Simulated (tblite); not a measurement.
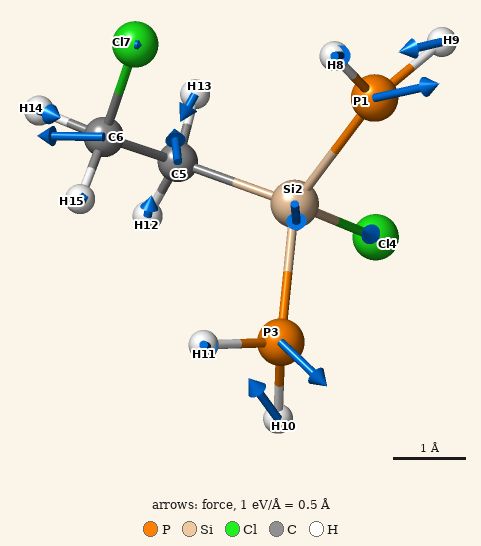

Starting geometry of C2H8Cl2P2Si with the computed forces as blue arrows. The picture is a ball-and-stick view, seen face on.

Computed with tblite 0.8.0, GFN2-xTB geometry optimisation, gas phase. 

**What follows when this structure is relaxed?**

It isn't relaxed: the largest force vector, on P1, is 2.24 eV/Å. The final displacements follow the starting forces only in part (cosine between the two patterns 0.35). The energy falls by 202.2 kJ/mol in 110 geometry steps. The atom that moves furthest after the best rigid fit is H9 (1.31 Å). By element the largest moves are H 1.31 Å, Cl 0.63 Å, P 0.45 Å, C 0.26 Å, Si 0.21 Å. Some distances before and after: P1–Si2 2.136 → 2.266 Å, Si2–Cl4 2.122 → 2.045 Å, P3–H10 1.459 → 1.387 Å, Si2–C5 1.870 → 1.941 Å. Bond angles that change, for instance: Si2–P1–H8 119.3° → 94.6°, H8–P1–H9 117.2° → 92.5°, Si2–P1–H9 117.7° → 94.8°. Cost: 1.9 s on 1 thread of AMD EPYC 7R43 64-Core Processor, on a shared host.
